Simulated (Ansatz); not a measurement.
Start from GaP in the zinc blende structure (space group F-43m, No. 216; a = 5.506 Å).

Structures relaxed with PBE (Ansatz, an electronic-structure program, PAW, spin-orbit coupling left out).

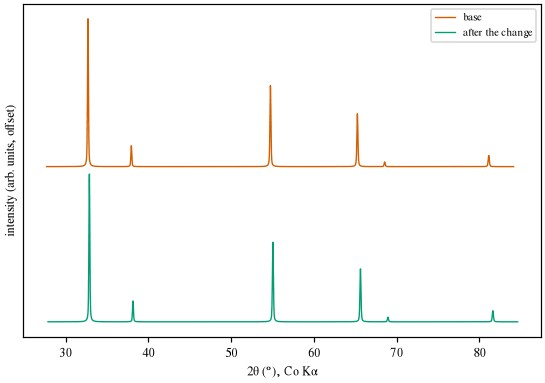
*Simulated powder patterns before (top) and after one change*

Which of these changes matches the shifts?
A. isotropic strain −3.00 %
B. isotropic strain −0.50 %
C. isotropic strain +1.50 %
D. isotropic strain +0.50 %

B, isotropic strain −0.50 %. Its volume per atom is 20.55 Å³ against 20.86 Å³, and its space group is F-43m (No. 216).

Stability against distortions was not tested.
